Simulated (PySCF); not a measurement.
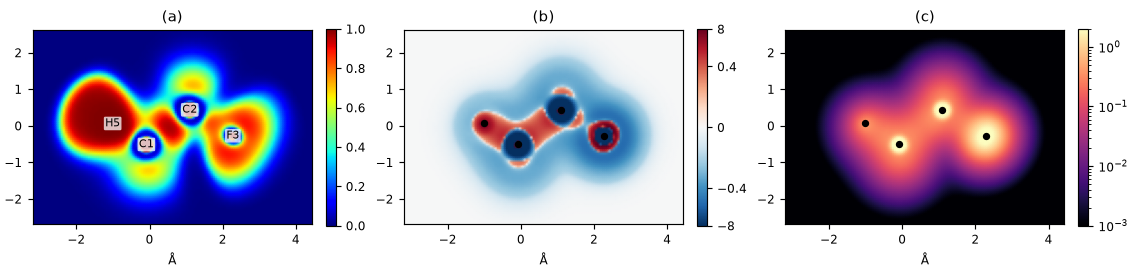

Figure 1: C2H5F, SMILES `CCF`. Three fields in the plane of C1, C2, F3 and H5. (b): red positive, blue negative.

Level of theory: PBE/def2-TZVP (PySCF), at a geometry from GFN2-xTB. No frequency check shows the geometry to be a minimum.

Input script:

```python
import numpy as np
from pyscf import gto, scf, dft
from pyscf.scf import atom_ks, atom_hf
from scipy.linalg import block_diag

def solve(mol, dm0=None, hcore=None):
    mf = (dft.UKS if mol.spin else dft.RKS)(mol, xc='pbe')
    mf.grids.level = 3
    mf = mf.density_fit(auxbasis='def2-universal-jkfit')
    mf.conv_tol, mf.max_cycle = 1e-8, 80
    if hcore is not None:
        mf.get_hcore = lambda *args: hcore
    mf.kernel(dm0)
    if not mf.converged:
        mf = mf.newton().run(mf.mo_coeff, mf.mo_occ, max_cycle=30)
    assert mf.converged, 'SCF not converged'
    return mf

mol = gto.M(atom='''
C      1.19747     0.21469     0.00034
C     -0.11841    -0.53999     0.00023
F     -1.17444     0.34138     0.00024
H      1.26941     0.84300     0.88340
H      2.02151    -0.49285    -0.00225
H      1.26729     0.84624    -0.88321
H     -0.23025    -1.16016     0.89467
H     -0.23240    -1.15688    -0.89822
''', basis='def2-tzvp', charge=0, spin=0, verbose=4)
mf = solve(mol)
mf.analyze()
# spherically averaged free atoms, for the promolecule
atm = atom_ks.get_atm_nrks(mol, xc='pbe')
pro = block_diag(*[(atm[a[0]][2] * atm[a[0]][3]) @ atm[a[0]][2].T for a in mol._atom])
np.savez('result.npz', e=mf.e_tot, c=mf.mo_coeff, occ=mf.mo_occ, eps=mf.mo_energy, pro=pro, dip=mf.dip_moment(verbose=0), s2=mf.spin_square()[0])
```

Run with:

```sh
OMP_NUM_THREADS=1 python input.py
```

The run took 6.6 s on 1 thread of Intel(R) Xeon(R) 6975P-C (Granite Rapids), on a shared host, peak memory 0.44 GiB.

Partitions, critical points and surface values were worked out afterwards from this run's density.

### The panels show, in some order, the electron density, electron localisation function (ELF) and negative Laplacian of the density (−∇²ρ). Which is which?

(a) is the electron localisation function (ELF): it runs from 0 to 1 and is close to 1 over wide basins that fill the valence regions. (b) is the negative Laplacian of the density (−∇²ρ): shells alternate in sign around each nucleus and valence concentrations outline the bonding and non-bonding pairs. (c) is the electron density: it is positive everywhere and peaks at the nuclei.
